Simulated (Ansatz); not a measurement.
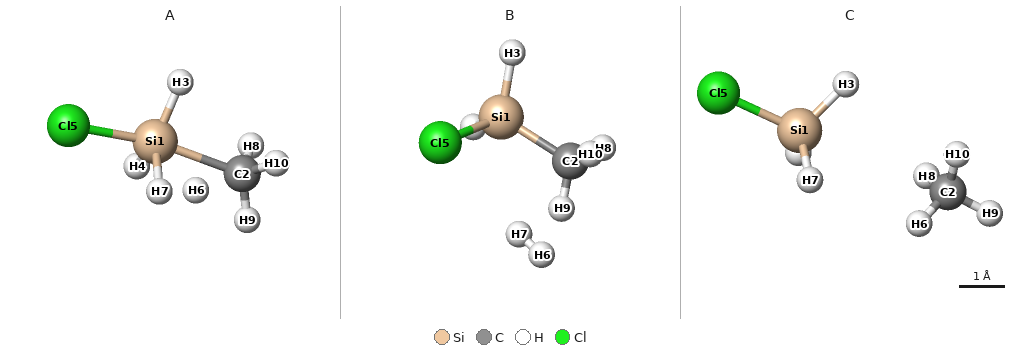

Three geometries of CH$_{7}$ClSi: a saddle point and the two minima that it joins, in shuffled order. A ball-and-stick model, seen from a free direction. Sticks join atoms that are closer than about 1.2 times the sum of their covalent radii (a little more with hydrogen).

Stationary points at PBE0-D4/def2-TZVP, single-point energies with CCSD(T)/CBS (def2-TZVPP where no basis is named; Ansatz 0.2.0). The energies are electronic, without zero-point or thermal terms, and both ends are the minima reached downhill from the saddle, with any fragments still in contact. CCSD(T)/CBS stands for a frozen-core estimate: MP2 correlation extrapolated from def2-TZVPP and def2-QZVPP, CCSD(T) minus MP2 from the smaller set.

> Identify the saddle point and describe the reaction.

Frame A is the saddle point. Counted by bonded pieces, B holds CH₅ClSi + H₂ and C holds CH₄ + SiH₃Cl. From B over the saddle to C, bonds form: Si1–H7 (4.02 → 1.69 → 1.48 Å), C2–H6 (3.82 → 1.55 → 1.09 Å). Bonds break: Si1–C2 (1.86 → 2.12 → 3.69 Å), H6–H7 (0.75 → 0.97 → 2.91 Å). The saddle has one imaginary mode, 1328i cm⁻¹. With CCSD(T)/CBS the barrier is 70.3 kcal/mol from B and 75.0 kcal/mol from C, and C lies 4.7 kcal/mol below B.
